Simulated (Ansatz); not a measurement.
# Elastic response of CdH8C4O6 (P2_1/c) (152 atoms), part 2 of 4

How stiff is CdH8C4O6 (P2_1/c) (152 atoms), and how do its levels respond to strain?

Ansatz 0.2.0; Kohn-Sham DFT, PBE+D3(BJ), PAW (set soft_2), plane waves.

The cell: 8 Cd, 64 H, 32 C and 48 O. Only the Γ point is sampled.

So far. Step 2 (Single point at the start): The r.m.s. force at the start is 0.70 eV/Å. Step 3 (Cell and atoms relaxed): The relaxation converged after 13 steps, with a largest force component of 0.032 eV/Å.

### 4. Single point at the relaxed geometry

The electronic structure is read at the final geometry, in a run of its own.

File input.yaml:

```yaml
crystal:
  lattice:
    - [15.27655, 0.00034, 0.50054]
    - [0.00027, 12.21194, -0.0006]
    - [-0.39457, -0.00041, 8.18119]
  atoms:
    - { symbol: Cd, position: [0.08638, 0.5883, 0.08026] }
    - { symbol: Cd, position: [0.41351, 0.08829, 0.41965] }
    - { symbol: Cd, position: [0.41355, 0.41178, 0.91947] }
    - { symbol: Cd, position: [0.08636, 0.91182, 0.58044] }
    - { symbol: H, position: [0.32066, 0.61843, 0.45621] }
    - { symbol: H, position: [0.17933, 0.11844, 0.04359] }
    [... 140 atom lines left out ...]
    - { symbol: O, position: [0.97221, 0.46523, 0.67001] }
    - { symbol: O, position: [0.52766, 0.96517, 0.82986] }
    - { symbol: O, position: [0.62918, 0.5914, 0.80849] }
    - { symbol: O, position: [0.87074, 0.09139, 0.69138] }
    - { symbol: O, position: [0.87076, 0.40864, 0.19132] }
    - { symbol: O, position: [0.62915, 0.90864, 0.30853] }
kpoints:
  mp_grid: { grid: [1, 1, 1] }
hamiltonian:
  xc: pbe
  dispersion: d3bj
scf:
  occupations: { method: fixed }
output:
  forces: true
  stress: true
  populations: true
  dos:
    method: { smearing: { sigma: 0.1 } }
    de: 0.1
    projected: { site_lists: { C: [C], Cd: [Cd], H: [H], O: [O] } }
  eigenvalues: true
  write_density: true
  write_potential: true
  volumetric_format: npy
  elf: true
```

Command:

```bash
$ ansatz run input.yaml --threads 4 --pin off --max-ram 8192MiB --backend cpu --events-out ev --progress --plain --runs-dir out
```

Numbers of over 12 decimals in the logs are rounded to 6 here.

Output:

```text
[...]
Crystal: 152 atoms, lattice volume = 1528.664 Å³
Basis set: ecut = 420 eV, 29899 PW (Γ), exchange–correlation on 216×180×120 points (8 copies of the dense FFT grid, shifted against one another)
Bands: 472, of which v1, the nominal top of the filled ones, is band 320 counted from 1 (319 counted from 0)
Symmetry: 1 space group operations
[...]
k-points: 1
[...]
SCF iter   1: F=—  HF=-102335.510650 eV  |F-HF|=—  |Δ(HF+E_count)|=         —  Δρ=3.07e-3  dr2=1.62e-1  ethr=1.77e-3  ⟨swp⟩=5.0  Hψ=1627  notcnv=0  defer=149
[...]
SCF iter   9: F=-102335.487498 eV  HF=-102335.487498 eV  |F-HF|=7.36e-9  |Δ(HF+E_count)|=   9.05e-8  Δρ=2.63e-6  dr2=9.87e-8  ethr=1.56e-11  ⟨swp⟩=20.0  Hψ=4701  notcnv=0
SCF 1 converged in 9 iterations: F = -102335.487498 eV  dr2 = 9.87e-8
[...]
SCF converged after 9 iterations
Free energy (F): -102335.487498 eV
[...]
Internal energy: -102335.487498 eV  (E = F + TS)
E sigma→0 (E₀):  -102335.487498 eV
Fermi energy:    1.224315 eV
[...]
--- Forces (eV/Å), atoms counted from 1 ---
  atom   1  Cd    -0.00213253    -0.00087934     0.00703579
  atom   2  Cd     0.00276129     0.00053152    -0.00649237
  atom   3  Cd     0.00207377    -0.00054549    -0.00578778
  atom   4  Cd    -0.00175492    -0.00058534     0.00490237
  atom   5  H      0.00155903    -0.00126915     0.00427790
  atom   6  H     -0.00267705    -0.00171295    -0.00480342
  atom   7  H     -0.00158300     0.00223389    -0.00663958
  atom   8  H      0.00149629     0.00189689     0.00565384
  atom   9  H     -0.00315457     0.00187269    -0.00239483
  atom  10  H      0.00273877     0.00052775     0.00429748
  atom  11  H      0.00454140    -0.00211565     0.00345415
  atom  12  H     -0.00120502    -0.00049293    -0.00463143
  atom  13  H     -0.00086991     0.00081859    -0.00032460
  atom  14  H      0.00132969     0.00077789     0.00044124
[...]
atom 151  O      0.00198694    -0.03243555     0.01309068
  atom 152  O      0.00286957    -0.02796136    -0.01251115
  max |Σ_I F_I| component: 4.46e-6 eV/Å
--- Stress (GPa, compression-positive) ---
        0.003833      -0.000570       0.019887
       -0.000570      -0.006719      -0.001564
        0.019887      -0.001564       0.028575
  P = ⅓ Tr σ = 0.0086 GPa (0.086 kbar)
--- Band table (eV) ---
[...]
--- Löwdin populations: 152 sites ---
  site symbol       q [e]
     0     Cd     18.5350
     1     Cd     18.5350
     2     Cd     18.5350
[...]
151      O      6.7399
  spilling = 0.009534 (of n_electrons = 640.000000)
```

It took 36 s on 4 threads of Arm Neoverse V1, shared host; peak memory 2.3 GiB.

Numbers from this run:

* free energy: -102335.4875 eV
* free energy per atom: -673.2598 eV/atom
* SCF cycles: 9
* pressure: 0.008563 GPa
* r.m.s. force component: 0.0089 eV/Å
* longest force: 0.04151 eV/Å
* Fermi energy: 1.224 eV
* gap (highest filled to lowest empty level): 4.347 eV
* spilling of the projection: 0.009534

Löwdin charges by element and coordination (they lack the spilled electrons, 0.040 e an atom on average):

| element | coordination | atoms | mean charge (e) | spread | least | most |
| --- | --- | --- | --- | --- | --- | --- |
| C | all | 32 | 0.124 | 0.445 | -0.321 | 0.571 |
| C | 3 | 16 | 0.568 | 0.0025 | 0.566 | 0.571 |
| C | 4 | 16 | -0.321 | 3.0e-4 | -0.321 | -0.320 |
| Cd | all | 8 | 1.47 | 0 | 1.46 | 1.47 |
| H | all | 64 | 0.299 | 0.0909 | 0.199 | 0.398 |
| O | all | 48 | -0.598 | 0.105 | -0.740 | -0.481 |
| O | 1 | 8 | -0.481 | 1.0e-4 | -0.481 | -0.481 |
| O | 2 | 16 | -0.514 | 0.0079 | -0.522 | -0.506 |
| O | 3 | 24 | -0.694 | 0.0586 | -0.740 | -0.611 |

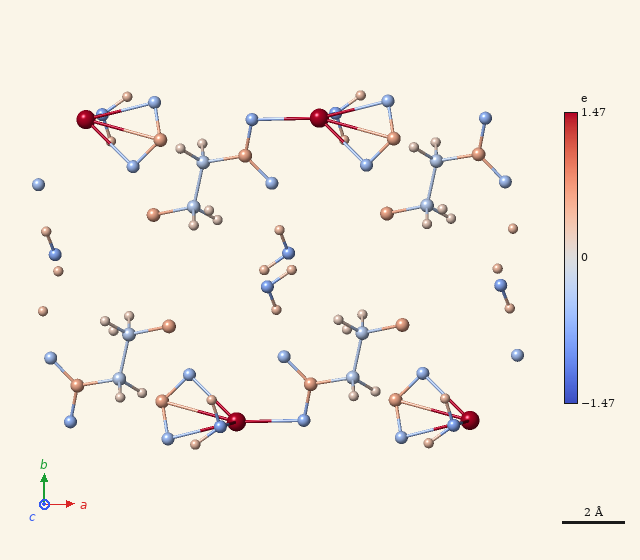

Atoms coloured by Löwdin charge. Drawn is a slice 4 Å thick, seen along the normal of the ab plane. Bonds to atoms that aren't drawn are left out.

Density of states as counts of states in windows of 1 eV (from the Fermi level), total and the larger projections:

| from (eV) | to (eV) | total | O p | C p | Cd d | H s | C s |
| --- | --- | --- | --- | --- | --- | --- | --- |
| -14 | -13 | 16.0 | 0.2 | 3.2 | 0.0 | 2.8 | 9.0 |
| -13 | -11 | 0.0 | 0.0 | 0.0 | 0.0 | 0.0 | 0.0 |
| -11 | -10 | 16.0 | 0.9 | 5.6 | 0.1 | 2.2 | 5.9 |
| -10 | -9 | 0.0 | 0.0 | 0.0 | 0.0 | 0.0 | 0.0 |
| -9 | -8 | 0.3 | 0.1 | 0.0 | 0.0 | 0.0 | 0.0 |
| -8 | -7 | 37.7 | 18.5 | 3.3 | 2.6 | 6.0 | 2.9 |
| -7 | -6 | 68.5 | 21.7 | 13.0 | 21.5 | 7.2 | 1.7 |
| -6 | -5 | 80.2 | 17.8 | 12.9 | 41.7 | 3.4 | 0.6 |
| -5 | -4 | 51.5 | 23.2 | 13.8 | 7.8 | 2.1 | 0.4 |
| -4 | -3 | 52.5 | 29.0 | 12.4 | 2.8 | 4.3 | 0.2 |
| -3 | -2 | 35.3 | 14.3 | 11.2 | 0.8 | 6.9 | 0.1 |
| -2 | -1 | 46.3 | 39.5 | 3.3 | 0.4 | 1.1 | 0.3 |
| -1 | 0 | 72.8 | 64.4 | 4.0 | 2.0 | 0.7 | 0.5 |
| 0 | 1 | 2.9 | 2.6 | 0.1 | 0.1 | 0.0 | 0.0 |
| 1 | 4 | 0.0 | 0.0 | 0.0 | 0.0 | 0.0 | 0.0 |
| 4 | 5 | 12.2 | 3.0 | 3.5 | 0.0 | 1.7 | 0.2 |

With fixed occupations the program's Fermi level is the highest filled level; weight inside the gap is the broadening of levels at its edges.

Between -26 and -14 eV lie 96 more states.

The stored curve holds about 576 of the 640 electrons; the rest, give or take the few that broadening carries across the Fermi level, lie in deeper levels below its range.

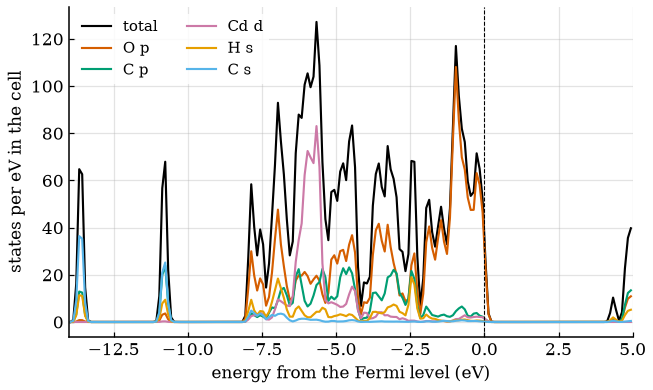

Total and projected density of states, with the broadening of the input.

The levels nearest the highest filled one (over half full), pooled over k-points and spins:

| level less the highest filled one (eV) | occupation |
| --- | --- |
| -0.175 | 2 |
| -0.139 | 2 |
| -0.0732 | 2 |
| -0.0656 | 2 |
| -0.0254 | 2 |
| 0 | 2 |
| 4.35 | 0 |
| 4.78 | 0 |
| 4.78 | 0 |
| 4.85 | 0 |
| 4.92 | 0 |
| 4.97 | 0 |

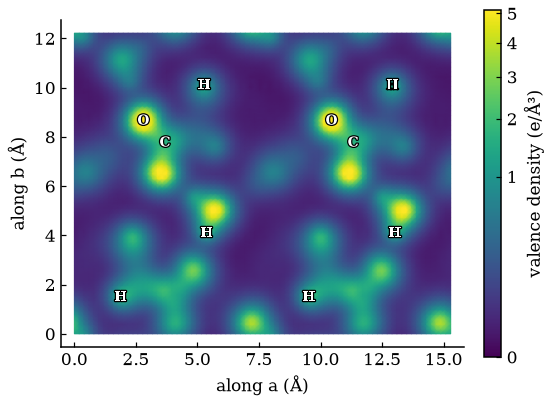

Valence density in the ab plane at fractional z = 0.226, with atoms of H and C and O within 0.2 Å of it. It is the smooth field of the valence electrons, not physical close to the nuclei. The colour scale is stretched toward low values.

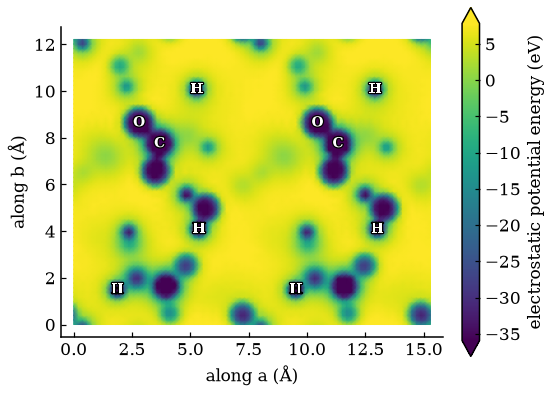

Electrostatic potential energy in the ab plane at fractional z = 0.226, with atoms of H and C and O within 0.2 Å of it. With pseudopotentials it is smooth inside the atoms' cores, unlike the true potential.

The highest filled and lowest empty levels differ by 4.35 eV at Γ alone; the mesh holds the band edges only if they fold onto it, so the gap at this level can be narrower or closed, while semilocal functionals tend to narrow gaps against experiment. Mean Löwdin charges: C +0.12, Cd +1.47, H +0.30, O -0.60 e (they miss 0.95 % of the electrons, so they add up to more than the cell's charge).

### 5. Volume -3 %

The relaxed cell is scaled evenly and the atoms are relaxed again; the stress at the end gives one point of P(V).

input.yaml, the sections that differ from step 4:

```yaml
crystal:
  lattice:
    - [15.12223, 0.00034, 0.49548]
    - [0.00027, 12.08858, -0.00059]
    - [-0.39058, -0.00041, 8.09855]
  atoms:
    [... the 152 atom lines of step 4 ...]
output:
  forces: true
  eigenvalues: true
  stress: true
relax:
  f_tol: 0.05
  max_steps: 70
# kpoints, hamiltonian, scf: as in step 4
```

Output:

```text
Warning: output.stress: scf.convergence.dr2_threshold = 1e-7 eV (the SCF's general default) is looser than the 1.08e-8 eV advised for a printed stress (1e-10 eV for each atom of the cell: 152, of which 108 are counted). What an SCF threshold leaves in a stress goes as its square root, and in the free energy as the threshold itself, and one threshold admits the most on a small cell: [...]
[...]
Crystal: 152 atoms, lattice volume = 1482.805 Å³
Basis set: ecut = 420 eV, 29025 PW (Γ), exchange–correlation on 216×162×120 points (8 copies of the dense FFT grid, shifted against one another)
Bands: 472, of which v1, the nominal top of the filled ones, is band 320 counted from 1 (319 counted from 0)
Symmetry: 1 space group operations
[...]
k-points: 1
[...]
SCF iter   1: F=—  HF=-102334.988055 eV  |F-HF|=—  |Δ(HF+E_count)|=         —  Δρ=3.24e-3  dr2=1.73e-1  ethr=1.77e-3  ⟨swp⟩=5.0  Hψ=1626  notcnv=0  defer=148
[...]
SCF iter   5: F=—  HF=-102334.958614 eV  |F-HF|=—  |Δ(HF+E_count)|=   4.56e-5  Δρ=1.51e-4  dr2=3.38e-4  ethr=2.09e-7  ⟨swp⟩=2.0  Hψ=585  notcnv=0  defer=150
SCF iter   6: F=-102334.958585 eV  HF=-102334.958598 eV  |F-HF|=1.30e-5  |Δ(HF+E_count)|=   1.61e-5  Δρ=6.34e-5  dr2=5.71e-5  ethr=9.77e-9  ⟨swp⟩=15.0  Hψ=3366  notcnv=0
SCF 1 converged in 6 iterations: F = -102334.958585 eV  dr2 = 5.71e-5
[...]
relax step   1: F+E_penalty+E_count = -102334.95858489 eV  Δ(F+E_penalty+E_count) = +0.000e0 eV  max|allowed force component| = 8.312e-1 eV/Å  Δτ_max = 0.0000 Å  (6 SCF iters, dr2 threshold 6.25e-5 eV, accepted)
[...]
relax step   2: F+E_penalty+E_count = -102335.32612920 eV  Δ(F+E_penalty+E_count) = -3.675e-1 eV  max|allowed force component| = 2.417e-1 eV/Å  Δτ_max = 0.0732 Å  (6 SCF iters, dr2 threshold 4.32e-5 eV, accepted)
[...]
relax step   3: F+E_penalty+E_count = -102335.36705240 eV  Δ(F+E_penalty+E_count) = -4.092e-2 eV  max|allowed force component| = 9.961e-2 eV/Å  Δτ_max = 0.0959 Å  (8 SCF iters, dr2 threshold 3.65e-6 eV, accepted)
relax step   4: F+E_penalty+E_count = -102335.39246250 eV  Δ(F+E_penalty+E_count) = -2.541e-2 eV  max|allowed force component| = 1.008e-1 eV/Å  Δτ_max = 0.0734 Å  (9 SCF iters, accepted)
[...]
relax step   5: F+E_penalty+E_count = -102335.40473467 eV  Δ(F+E_penalty+E_count) = -1.227e-2 eV  max|allowed force component| = 2.666e-2 eV/Å  Δτ_max = 0.0330 Å  (9 SCF iters, accepted)
SCF converged after 9 iterations
Free energy (F): -102335.404735 eV
[...]
Internal energy: -102335.404735 eV  (E = F + TS)
E sigma→0 (E₀):  -102335.404735 eV
Fermi energy:    1.456387 eV
[...]
Σ components = -102335.404735   (vs F -102335.404735, Δ=0.00e0)
--- Forces (eV/Å), atoms counted from 1 ---
  atom   1  Cd     0.00599098    -0.00048700     0.00688730
  atom   2  Cd    -0.00635655    -0.00112117    -0.00621257
  atom   3  Cd    -0.00670209     0.00075221    -0.00722979
  atom   4  Cd     0.00627236     0.00124923     0.00607597
[...]
atom 152  O     -0.00092739    -0.00893247     0.00641805
  max |Σ_I F_I| component: 3.29e-6 eV/Å
--- Stress (GPa, compression-positive) ---
        0.829254      -0.000139       0.260677
       -0.000139       0.507887       0.000051
        0.260677       0.000051       0.438402
  P = ⅓ Tr σ = 0.5918 GPa (5.918 kbar)
--- Band table (eV) ---
[...]
--- Relaxed structure (5 steps of the walk, 5 accepted, 0 SCFs on fresh bases) ---
  F+E_penalty+E_count = -102335.40473467 eV   max|allowed force component| = 2.666e-2 eV/Å
  atoms:
    - { symbol: Cd, position: [0.087255, 0.585694, 0.079948] }
    - { symbol: Cd, position: [0.412663, 0.085732, 0.419935] }
    - { symbol: Cd, position: [0.412677, 0.414346, 0.919811] }
    - { symbol: Cd, position: [0.087225, 0.914347, 0.580057] }
[...]
- { symbol: O, position: [0.626131, 0.904938, 0.303834] }
```

It took 2.2 min on 4 threads; peak memory 2.2 GiB; 8.3 min of CPU time.

The program notes that the SCF threshold is loose for the stress.

The relaxation converged after 5 steps, 0.446 eV below its start, with a largest force component of 0.027 eV/Å.

Volume -3 %: the energy stands 0.0828 eV above that of the reference, at a pressure of 0.592 GPa.

### 6. Volume +3 %

The relaxed cell is scaled to another volume.

input.yaml, the sections that differ from step 5:

```yaml
crystal:
  lattice:
    - [15.42781, 0.00034, 0.5055]
    - [0.00027, 12.33286, -0.00061]
    - [-0.39848, -0.00041, 8.2622]
  atoms:
    [... the 152 atom lines of step 4 ...]
# kpoints, hamiltonian, scf, output, relax: as in step 5
```

Output:

```text
[...]
Crystal: 152 atoms, lattice volume = 1574.525 Å³
Basis set: ecut = 420 eV, 30767 PW (Γ), exchange–correlation on 216×180×120 points (8 copies of the dense FFT grid, shifted against one another)
Bands: 472, of which v1, the nominal top of the filled ones, is band 320 counted from 1 (319 counted from 0)
Symmetry: 1 space group operations
[...]
k-points: 1
[...]
SCF iter   1: F=—  HF=-102335.021947 eV  |F-HF|=—  |Δ(HF+E_count)|=         —  Δρ=2.94e-3  dr2=1.54e-1  ethr=1.77e-3  ⟨swp⟩=5.0  Hψ=1624  notcnv=0  defer=149
[...]
SCF iter   6: F=—  HF=-102335.005146 eV  |F-HF|=—  |Δ(HF+E_count)|=   1.86e-5  Δρ=6.32e-5  dr2=6.34e-5  ethr=5.26e-8  ⟨swp⟩=2.0  Hψ=605  notcnv=0  defer=150
SCF iter   7: F=-102335.005150 eV  HF=-102335.005150 eV  |F-HF|=1.25e-7  |Δ(HF+E_count)|=   3.25e-6  Δρ=1.63e-5  dr2=4.79e-6  ethr=9.77e-9  ⟨swp⟩=15.0  Hψ=3244  notcnv=0
SCF 1 converged in 7 iterations: F = -102335.005150 eV  dr2 = 4.79e-6
[...]
relax step   1: F+E_penalty+E_count = -102335.00514957 eV  Δ(F+E_penalty+E_count) = +0.000e0 eV  max|allowed force component| = 7.555e-1 eV/Å  Δτ_max = 0.0000 Å  (7 SCF iters, dr2 threshold 6.25e-5 eV, accepted)
[...]
relax step   2: F+E_penalty+E_count = -102335.33653178 eV  Δ(F+E_penalty+E_count) = -3.314e-1 eV  max|allowed force component| = 2.445e-1 eV/Å  Δτ_max = 0.0672 Å  (7 SCF iters, dr2 threshold 3.57e-5 eV, accepted)
[...]
relax step   3: F+E_penalty+E_count = -102335.33539642 eV  Δ(F+E_penalty+E_count) = +1.135e-3 eV  max|allowed force component| = 1.869e-1 eV/Å  Δτ_max = 0.1439 Å  (9 SCF iters, dr2 threshold 3.74e-6 eV, rejected (line search))
relax step   4: F+E_penalty+E_count = -102335.39555119 eV  Δ(F+E_penalty+E_count) = -5.902e-2 eV  max|allowed force component| = 2.587e-1 eV/Å  Δτ_max = 0.0703 Å  (10 SCF iters, accepted)
relax step   5: F+E_penalty+E_count = -102335.41290236 eV  Δ(F+E_penalty+E_count) = -1.735e-2 eV  max|allowed force component| = 8.994e-3 eV/Å  Δτ_max = 0.0233 Å  (6 SCF iters, dr2 threshold 7.01e-6 eV, accepted)
[...]
relax step   6: F+E_penalty+E_count = -102335.41290356 eV  Δ(F+E_penalty+E_count) = -1.206e-6 eV  max|allowed force component| = 8.888e-3 eV/Å  Δτ_max = 0.0000 Å  (4 SCF iters, accepted)
SCF converged after 4 iterations
Free energy (F): -102335.412904 eV
[...]
Internal energy: -102335.412904 eV  (E = F + TS)
E sigma→0 (E₀):  -102335.412904 eV
Fermi energy:    0.999147 eV
[...]
Σ components = -102335.412904   (vs F -102335.412904, Δ=0.00e0)
--- Forces (eV/Å), atoms counted from 1 ---
  atom   1  Cd     0.00090243     0.00114296     0.00501843
  atom   2  Cd    -0.00121430     0.00107261    -0.00485959
  atom   3  Cd    -0.00163431    -0.00125866    -0.00525321
  atom   4  Cd     0.00149142    -0.00101906     0.00543000
[...]
atom 152  O     -0.00358981    -0.00259547     0.00596098
  max |Σ_I F_I| component: 4.51e-6 eV/Å
--- Stress (GPa, compression-positive) ---
       -0.790799       0.000061      -0.205898
        0.000061      -0.493454       0.000206
       -0.205898       0.000206      -0.351383
  P = ⅓ Tr σ = -0.5452 GPa (-5.452 kbar)
--- Band table (eV) ---
[...]
--- Relaxed structure (6 steps of the walk, 5 accepted, 0 SCFs on fresh bases) ---
  F+E_penalty+E_count = -102335.41290356 eV   max|allowed force component| = 8.888e-3 eV/Å
  atoms:
    - { symbol: Cd, position: [0.085915, 0.590695, 0.078963] }
    - { symbol: Cd, position: [0.414006, 0.090734, 0.420924] }
    - { symbol: Cd, position: [0.414009, 0.409353, 0.920831] }
    - { symbol: Cd, position: [0.085875, 0.909345, 0.579048] }
[...]
- { symbol: O, position: [0.631905, 0.912668, 0.311318] }
```

Run time: 2.7 min. Hardware: 4 threads; peak memory 2.3 GiB; 10 min of CPU time.

The relaxation converged after 6 steps, 0.408 eV below its start, with a largest force component of 0.0089 eV/Å.

Volume +3 %: the energy stands 0.0746 eV above that of the reference, at a pressure of -0.545 GPa.

(Part 2 of 4 ends here.)

[Logs are printed without paths, hosts, clocks, repeated set-up lines and the standing remarks that a program may print on its own settings, such as how far it seeks lower states.]

[Hosts, paths, dates, database ids (printed as entryN), source tags and the programs' standing remarks are cut or masked in the printed files.]
